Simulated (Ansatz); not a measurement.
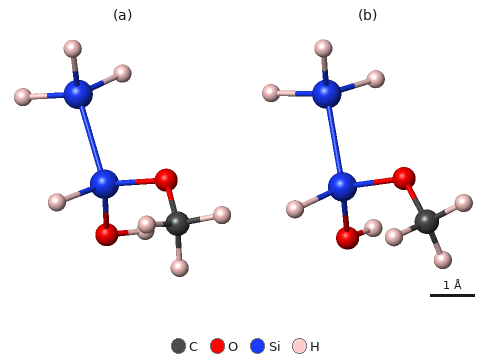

The structure of CH8O2Si2 (coarse preliminary run) before (left) and after (right) a relaxation, at one scale.

The picture is a ball-and-stick view, seen from a free direction.

The start comes from a force field.

Theory: Ansatz 0.2.0, RKS PBE-D4/def2-SVP. Settings: force threshold 0.03 eV/Å; at most 200 steps.

**Summarise the run.**

Over 10 geometry steps the energy falls by 7.74 kcal/mol. Largest force component: 2.3 eV/Å at the start, 0.0024 eV/Å at the end. The atom that moves furthest after the best rigid fit is an H atom (0.46 Å). Largest moves by element: H 0.46 Å, O 0.20 Å, Si 0.17 Å, C 0.13 Å. Some distances before and after: H–Si 1.432 → 1.507 Å, C–O 1.370 → 1.418 Å, O–Si 1.634 → 1.681 Å, C–H 1.153 → 1.109 Å. Bond angles that change, for instance: O–Si–Si 111.4° → 103.3°, Si–Si–H 107.5° → 115.3°, C–O–Si 116.4° → 123.4°. Groups turn about O–Si by about 30°. The run took about 70 core-seconds on a shared host.
